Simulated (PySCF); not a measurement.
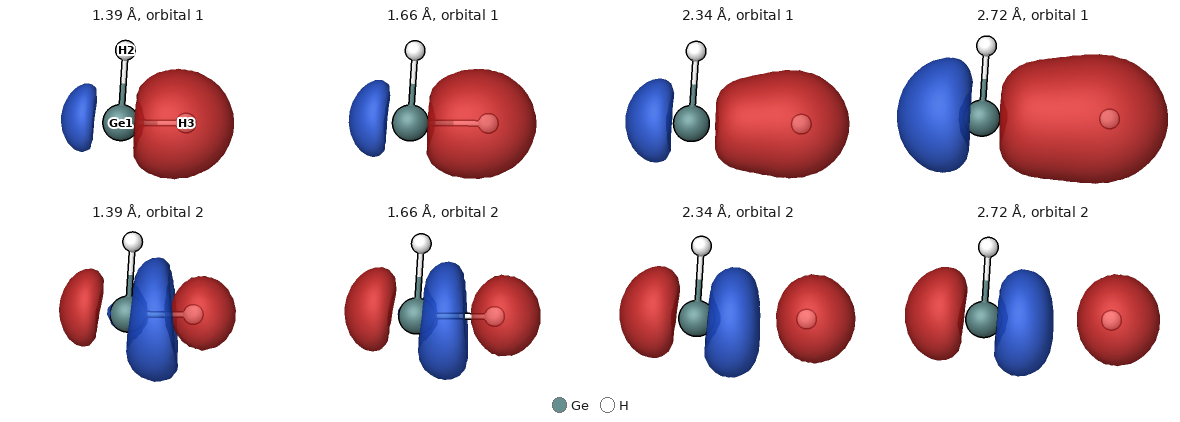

*GeH$_{2}$, SMILES `[GeH2]`. Rigid stretch of the Ge1–H3 bond. The two CASSCF(2,2) natural orbitals nearest half filling (orbital 1 the more occupied).*

Method: def2-SVP basis; geometry: GFN2-xTB; program: PySCF. No frequency check shows the geometry to be a minimum. GFN2-xTB bond lengths at metals and heavier atoms can be off by up to 0.1 Å and shapes distorted, which carries into these values.

Input script:

```python
import numpy as np
from pyscf import gto, scf, mcscf

mol = gto.M(atom='''
Ge     0.06891     0.00000     0.00000
H     -1.10264    -1.10099     0.00000
H     -1.10252     1.10110     0.00000
''', basis='def2-svp', charge=0, spin=0, verbose=4)
# stretch the bond between atoms 1 and 3, from long to short, fragments rigid
a, b, move = 0, 2, [2]
xyz = mol.atom_coords(unit='Angstrom')
u = xyz[b] - xyz[a]
r0 = np.linalg.norm(u)
rows, last, dm_u = [], None, None
for r in [4.23, 3.32, 2.72, 2.34, 2.04, 1.81, 1.66, 1.51, 1.39]:
    new = xyz.copy()
    new[move] += u / r0 * (r - r0)
    m = mol.set_geom_(new, unit='Angstrom', inplace=False)
    rhf = scf.RHF(m).density_fit(auxbasis='def2-universal-jkfit').run()
    uhf = scf.UHF(m).density_fit(auxbasis='def2-universal-jkfit').newton()
    if dm_u is None:
        c = rhf.mo_coeff
        h = m.nelectron // 2 - 1
        ca, cb = c.copy(), c.copy()
        ca[:, h], cb[:, h] = (c[:, h] + c[:, h + 1]) / 2**.5, (c[:, h] - c[:, h + 1]) / 2**.5
        dm_u = np.array([x[:, :h + 1] @ x[:, :h + 1].T for x in (ca, cb)])
    uhf.kernel(dm0=dm_u)
    for _ in range(3):
        c, _, stable, _ = uhf.stability(return_status=True)
        if stable:
            break
        uhf.kernel(c, uhf.mo_occ)
    dm_u = uhf.make_rdm1()
    mc = mcscf.CASSCF(rhf, 2, 2)
    mc.natorb = True
    mc.fix_spin_(ss=0)
    guess = mcscf.addons.make_natural_orbitals(uhf)[1] if last is None else mcscf.project_init_guess(mc, last.mo_coeff, last.mol)
    mc.kernel(guess)
    last = mc
    act = slice(mc.ncore, mc.ncore + mc.ncas)
    print('r %.3f  RHF %.6f  UHF %.6f  <S^2> %.3f  CASSCF %.6f  occupations' % (r, rhf.e_tot, uhf.e_tot, uhf.spin_square()[0], mc.e_tot), mc.mo_occ[act].round(4))
    rows.append((new, rhf.e_tot, uhf.e_tot, uhf.spin_square()[0], mc.e_tot, mc.mo_occ[act], mc.mo_coeff[:, act], dm_u[0] - dm_u[1], rhf.converged and uhf.converged and mc.converged))
    np.savez('result.npz', **{k: [row[i] for row in rows] for i, k in enumerate('xyz rhf uhf s2 cas occ c spin ok'.split())})
```

Run with:

```sh
OMP_NUM_THREADS=1 python input.py
```

The run took 11 s on 1 thread of Intel(R) Xeon(R) 6975P-C (Granite Rapids), on a shared host, peak memory 0.17 GiB.

Q: How do the occupations change along the stretch?

A: 1.39 Å: 1.98 and 0.02; 1.66 Å: 1.97 and 0.03; 2.34 Å: 1.86 and 0.14; 2.72 Å: 1.74 and 0.26. At the longest distance computed (4.23 Å) they are 1.16 and 0.84, and the effective number of unpaired electrons is 1.9.

UHF already breaks spin symmetry near equilibrium here (⟨S²⟩ = 0.16 at 1.66 Å), for reasons apart from this bond.

Q: How much energy does the stretch cost?

A: By CASSCF, 2.7 eV from the lowest point of the scan (1.66 Å) to 4.23 Å; RHF gives 5.5 eV from its own lowest point. The fragments aren't relaxed and dynamic correlation is missing, so this isn't a bond dissociation energy.
